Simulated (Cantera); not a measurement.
Input: 1 mol MgO, 0.17 mol H₂S, 15 mol N₂, held at 13.3 mbar.

These are equilibrium values from Cantera (NASA tables, ideal gas, pure condensed phases), not measurements of a reactor. Candidate condensed phases: H₂O, H₂SO₄, Mg, MgO, Mg(OH)₂, MgS, MgSO₄, S; 43 gas species. Mutual solubility and eutectic melting of coexisting phases are not modelled. The numbers say what is thermodynamically allowed, not how fast it happens.

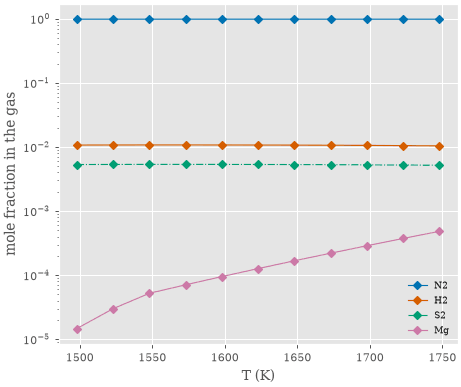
*Equilibrium gas composition (values under 1e-9 drawn at 1e-9)*

From 1498 K to 1523 K the condensed part is MgO(s) + MgS(s). From 1548 K to 1748 K the condensed part is MgO(s). The main Mg-bearing gas is Mg throughout.
